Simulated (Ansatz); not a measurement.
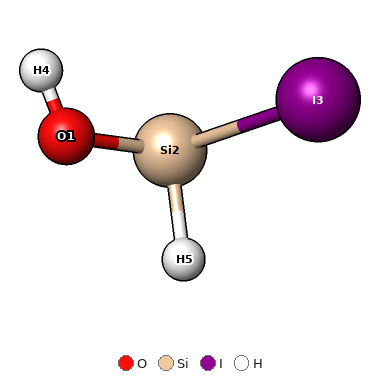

The system is H₂IOSi, SMILES O[SiH-]I, charge −1; the picture shows the reference structure. 
- The first coordinate is: bond length O1–Si2; the second: angle H4–O1–Si2.
- Nothing is relaxed (all other coordinates rigid).
- The scan uses an 11 × 11 grid.
- Points are written as (first, second).
- All energies are given in kcal/mol relative to the lowest grid point.
- All numbers below come from RKS CAM-B3LYP-D4/def2-SVPD (Ansatz).

Its coordinates:

```yaml
atoms:
  - { symbol: O, position_ang: [-0.4368, -1.1275, 0.2383] }
  - { symbol: Si, position_ang: [0.4851, 0.0106, -0.7050] }
  - { symbol: I, position_ang: [-0.4431, 2.4219, 0.3856] }
  - { symbol: H, position_ang: [-1.2757, -1.3270, -0.1845] }
  - { symbol: H, position_ang: [1.6705, 0.0220, 0.2656] }
```

Range: bond length O1–Si2 from 1.533 to 2.178 Å; angle H4–O1–Si2 from 76.1 to 146.1°.

> What landscape does the calculation give?

The lowest grid point is at (1.726 Å, 111.1°). It is the only kind of minimum in the scanned range. The highest grid point, (1.533 Å, 76.1°), lies 38.4 kcal/mol above the lowest. Round the minimum the valley is somewhat tilted: raising bond length O1–Si2 shifts the best value of angle H4–O1–Si2 downwards (coupling k₁₂/√(k₁₁k₂₂) about 0.2).

```tsv
angle H4–O1–Si2 ↓, bond length O1–Si2 →	1.533	1.598	1.662	1.726	1.791	1.855	1.920	1.984	2.049	2.113	2.178
146.1	18.7	11.0	7.4	6.6	7.8	10.4	14.0	18.1	22.5	27.1	31.7
139.1	17.3	9.4	5.6	4.7	5.8	8.3	11.8	15.9	20.3	24.9	29.5
132.1	16.1	8.0	4.0	2.9	3.9	6.3	9.7	13.7	18.1	22.7	27.3
125.1	15.3	6.8	2.6	1.4	2.2	4.5	7.8	11.8	16.2	20.7	25.4
118.1	15.0	6.3	1.8	0.3	1.0	3.2	6.4	10.3	14.6	19.1	23.7
111.1	15.5	6.4	1.7	0.0	0.5	2.5	5.6	9.3	13.5	18.0	22.5
104.1	17.0	7.6	2.5	0.5	0.7	2.5	5.4	9.0	13.1	17.4	21.9
97.1	19.7	9.9	4.4	2.1	2.0	3.5	6.1	9.5	13.5	17.6	22.0
90.1	23.9	13.5	7.6	4.9	4.4	5.5	7.9	11.0	14.7	18.6	22.8
83.1	30.0	18.9	12.4	9.1	8.1	8.8	10.8	13.5	16.9	20.5	24.4
76.1	38.4	26.5	19.2	15.1	13.5	13.6	15.0	17.2	20.2	23.4	27.0
```

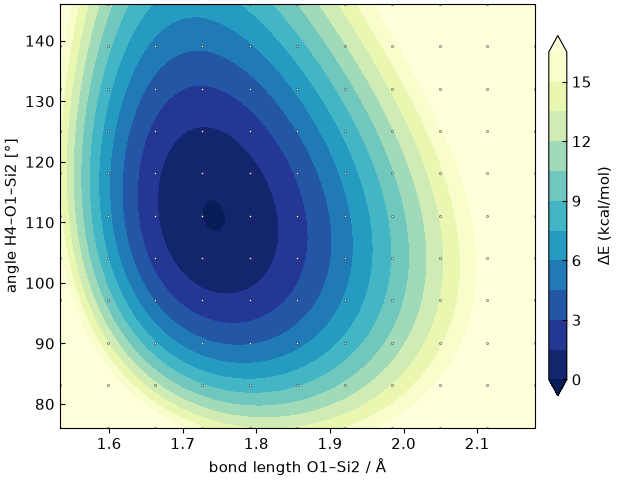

Drawn: filled contours, dots at the grid points, one colour for all values above the top of the scale. Between grid points the surface is interpolated.

Time for the 121 points that were run: 13 min on 1 thread of Arm Neoverse V1, on a shared host.
